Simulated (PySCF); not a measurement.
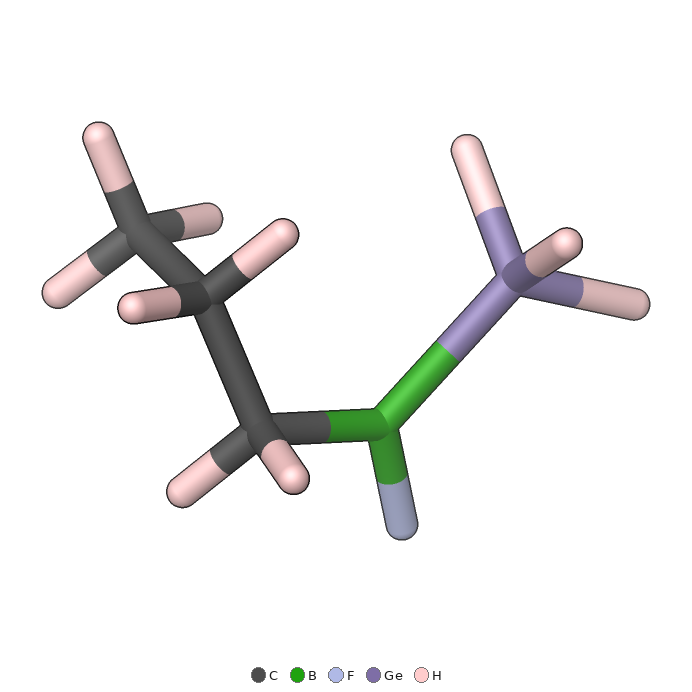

Computed geometry: GFN2-xTB optimisation. No frequency run is at hand to confirm it as a minimum. Properties computed with CAM-B3LYP/def2-SVPD, gas phase (PySCF 2.14.0). Excitations: vertical, linear response.

Computed properties:

The species is C₃H₁₀BFGe (`CCC[B](F)[GeH3]`).
- dipole moment: 1.59 D
- HOMO energy (Kohn–Sham orbital): −9.40 eV
- LUMO energy (Kohn–Sham orbital): −0.16 eV
- HOMO–LUMO gap: 9.24 eV
- mean static polarisability: 80.8 bohr³
- lowest vertical singlet excitation: 5.13 eV
- its oscillator strength: 0.005
- brightest of the 8 lowest singlets: 7.58 eV
- its oscillator strength: 0.10

The geometry is semi-empirical. Around B, Ge such bond lengths and angles can be off by a tenth of an ångström or more and by several degrees, and values that hang on the shape move with them.
